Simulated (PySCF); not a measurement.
Zn(Br)(tBu), C₄H₉BrZn, SMILES C[C](C)(C)[Zn][Br] at its GFN2-xTB optimised geometry (Å):

```
15

Zn    -1.1776     0.0597     0.0000
Br    -2.6678     1.9122     0.0000
C      0.8858     0.0597     0.0000
C      1.5868    -1.2885     0.0717
C      1.2662     0.7922    -1.2814
C      1.2463     0.9147     1.2093
H      2.6678    -1.1308     0.0726
H      1.3387    -1.9122    -0.7834
H      1.3247    -1.8260     0.9796
H      1.0591     0.1878    -2.1636
H      0.7365     1.7422    -1.3745
H      2.3357     1.0145    -1.2723
H      0.7155     1.8688     1.2007
H      1.0252     0.3995     2.1434
H      2.3156     1.1368     1.1956
```

Level of theory: PBE0/def2-TZVP in PySCF. Cells within 0.4 Å of a nucleus heavier than hydrogen are left out (blank, or x).

Map of the LUMO amplitude (bohr^(-3/2)) on the plane z = 0.0 Å; orbital energy -2.21 eV, overall sign arbitrary:

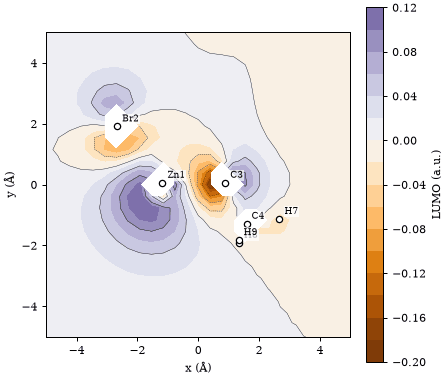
Fig. 1. LUMO amplitude (bohr^(-3/2)) on the plane z = 0.0 Å.
